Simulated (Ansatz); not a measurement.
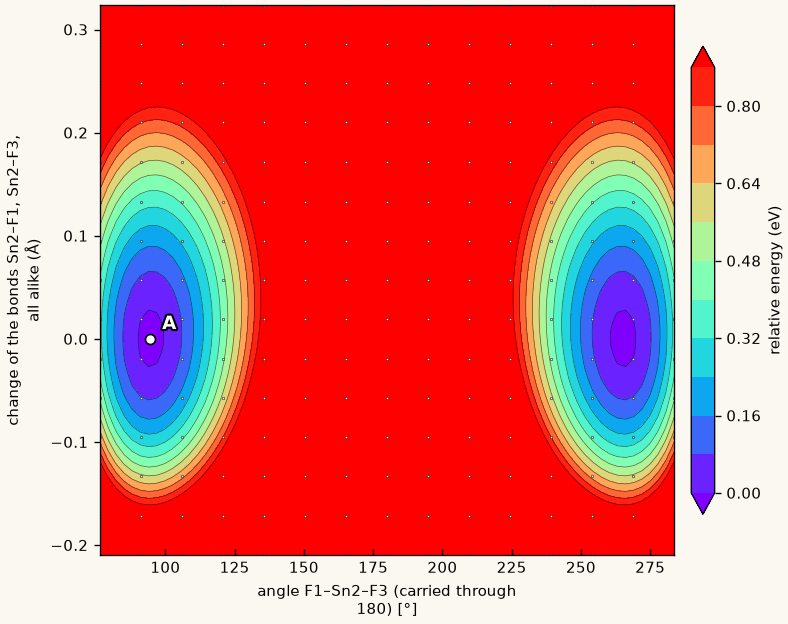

F2Sn, SMILES [F][Sn][F]. Coordinates scanned: (1) angle F1–Sn2–F3 (carried through 180); (2) change of the bonds Sn2–F1, Sn2–F3, all alike. Nothing is relaxed (all other coordinates rigid). Grid: 15 × 15 points; 120 points were computed and 105 follow by symmetry. Points are written as (first, second). Energies are in eV, from the lowest grid point. Level of theory: RHF/def2-TZVP (Ansatz).

Drawn: filled contours, dots at the grid points, one colour for all values above the top of the scale, the well A. Between grid points the surface is interpolated.

Where is the minimum, and how stiff is the well along each coordinate? Take the well at A.

Answer. The interpolated minimum is at the first coordinate ≈ 94.6°, the second coordinate ≈ 0.000 Å. The curvatures there are about 5.9 eV/rad² and 52 eV/Å², with a cross term of about −0.5 eV/(rad·Å). Round the minimum the two coordinates are nearly uncoupled.
